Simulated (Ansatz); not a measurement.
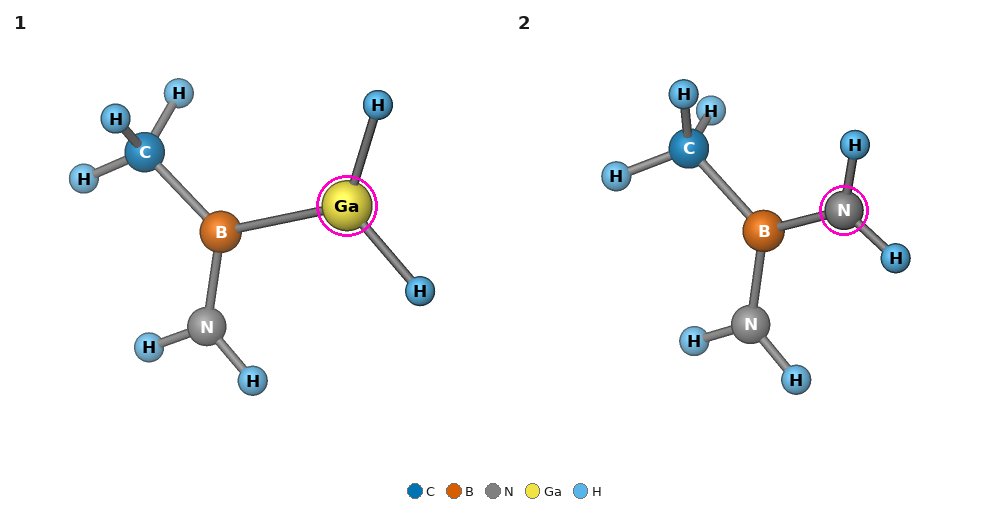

2 molecules with one skeleton, seen from the same side and at one scale; the atom that differs is circled. Charge 0, singlet. Computed geometries: PBE0-D4/def2-TZVP optimisations, one conformation each. Properties computed with Ansatz 0.2.0.

One atom differs, called X below: Ga in panel 1, N in panel 2. Their formulas are CH7BGaN (`C[B](N)[GaH2]`), CH7BN2 (`CB(N)N`).

In which is the mean length of X–H larger (PBE0-D4/def2-TZVP)?

In panel 1 (X = Ga).

In which is the dipole moment larger (B3LYP-D4/def2-TZVPP)?

In panel 1 (X = Ga).

Give the values. With PBE0-D4/def2-TZVP: length of X–B (Å), mean length of X–H (Å), smallest angle B–X–H (°), largest angle B–X–H (°). With CAM-B3LYP-D4/def2-TZVPP: HOMO energy (Kohn–Sham orbital) (eV), HOMO–LUMO gap (eV). With B3LYP-D4/def2-TZVPP: dipole moment (D).

| quantity | 1 (Ga) | 2 (N) | 2 − 1 |
| --- | --- | --- | --- |
| length of X–B (Å) | 2.118 | 1.416 | −0.702 |
| mean length of X–H (Å) | 1.586 | 1.004 | −0.582 |
| smallest angle B–X–H (°) | 120.3 | 122.1 | +1.8 |
| largest angle B–X–H (°) | 125.4 | 124.4 | −1.0 |
| HOMO energy (Kohn–Sham orbital) (eV) | −8.17 | −8.19 | −0.02 |
| HOMO–LUMO gap (eV) | 7.32 | 9.75 | +2.43 |
| dipole moment (D) | 2.55 | 1.10 | −1.45 |
